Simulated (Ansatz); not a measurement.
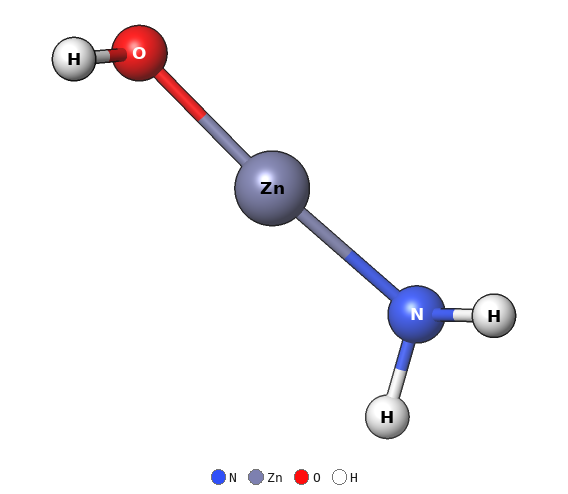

Rendered structure (ball-and-stick style). Every bond is drawn as one stick, whatever its order.

Computed geometry: PBE0-D4/def2-TZVP optimisation.

What is the molecular formula?

Answer. H₃NOZn, 6 atoms: 3 hydrogen, 1 nitrogen, 1 oxygen and 1 zinc.

Count the bonded pairs by element.

Answer. 2 N–H, 1 N–Zn, 1 O–Zn, 1 O–H.

What is its SMILES?

Answer. [NH2][Zn][OH]

More results for the same structure follow; atom numbers are the same in all pictures, views and colours differ.

**Levels of theory compared**

Program: Ansatz 0.2.0.

Tabulate HOMO–LUMO gap (eV), HOMO energy (eV) at these levels: B3LYP-D4/def2-TZVPP; B97M-V/def2-TZVPP; HSE06 (plane-wave form)-D4/def2-TZVPP; PBE0-D4/def2-QZVPP; PBE0-D4/def2-SVP; PBE0-D4/def2-TZVPP; SPW92 (LDA)/def2-TZVPP; r2SCAN-D4/def2-TZVPP; r2SCAN0-D4/def2-TZVPP; revPBE-D4/def2-TZVPP; ωB97M-V/def2-QZVPP; ωB97M-V/def2-TZVPP.

| level | HOMO–LUMO gap (eV) | HOMO energy (eV) |
| --- | --- | --- |
| B3LYP-D4/def2-TZVPP | 5.87 | −6.89 |
| B97M-V/def2-TZVPP | 4.59 | −6.03 |
| HSE06 (plane-wave form)-D4/def2-TZVPP | 5.66 | −6.70 |
| PBE0-D4/def2-QZVPP | 6.32 | −7.15 |
| PBE0-D4/def2-SVP | 6.24 | −6.54 |
| PBE0-D4/def2-TZVPP | 6.43 | −7.11 |
| SPW92 (LDA)/def2-TZVPP | 4.27 | −5.96 |
| r2SCAN-D4/def2-TZVPP | 4.86 | −6.01 |
| r2SCAN0-D4/def2-TZVPP | 6.86 | −7.31 |
| revPBE-D4/def2-TZVPP | 4.24 | −5.66 |
| ωB97M-V/def2-QZVPP | 9.96 | −9.54 |
| ωB97M-V/def2-TZVPP | 10.30 | −9.49 |

**Charges**

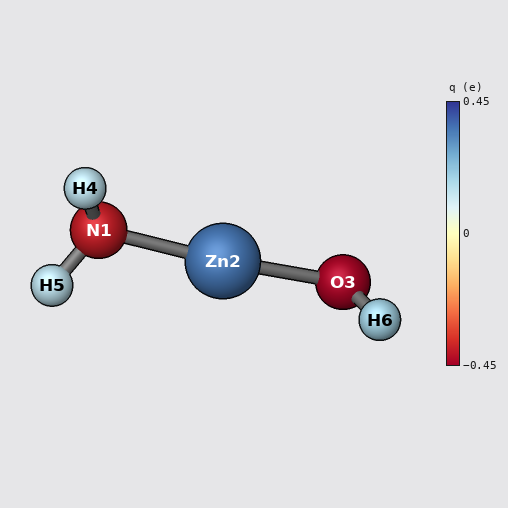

Atoms are coloured by their Mulliken charges. Properties computed with RKS PBE-D4/def2-TZVPP (Ansatz 0.2.0).

Which atom carries the highest charge (most positive or least negative)?

Answer. Zn2 (0.35 e).

And the lowest?

Answer. O3 (−0.44 e).

Give the Mulliken charges atom by atom.

```
atom  value (e)
  N1      −0.39
 Zn2       0.35
  O3      −0.44
  H4       0.14
  H5       0.14
  H6       0.19
```

**Thermal motion**

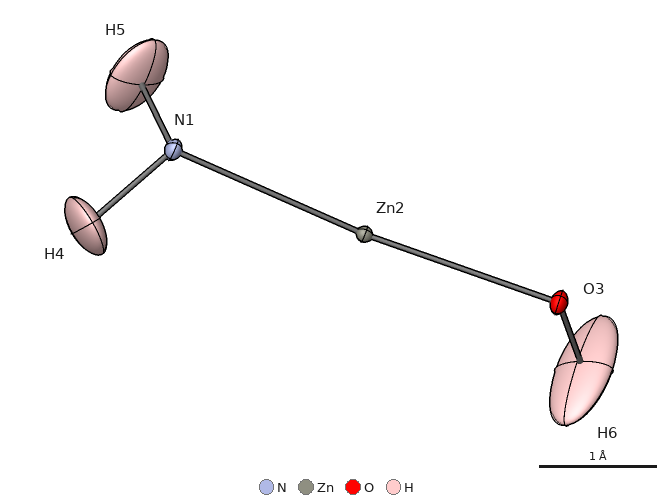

Displacement ellipsoids at the 50 % level, from the internal vibrations of the free molecule (harmonic, no overall translation or rotation; no half-axis is drawn under 0.075 Å). Vibrations computed with RKS PBE0-D4/def2-TZVP (Ansatz 0.2.0). Temperature: 298 K.

Which atom has the largest mean-square displacement?

Answer. H6, with U_eq = 0.0623 Å².

Does H6 move more along its bond or across it?

Answer. Across it: the root-mean-square amplitude is 0.091 Å along the bond and up to 0.383 Å across, since bending and torsion are softer than stretching.

List U_eq and the three principal root-mean-square amplitudes for each kind of atom.

| atom | U_eq (Å²) | rms amplitudes (Å) |
| --- | --- | --- |
| N1 | 0.0036 | 0.042, 0.062, 0.072 |
| Zn2 | 0.00088 | 0.011, 0.035, 0.036 |
| O3 | 0.0039 | 0.038, 0.068, 0.074 |
| H4, H5 | 0.0343 | 0.084, 0.181, 0.251 |
| H6 | 0.0623 | 0.083, 0.183, 0.383 |

Mulliken values depend strongly on the basis set and can even reverse the polarity of a bond.
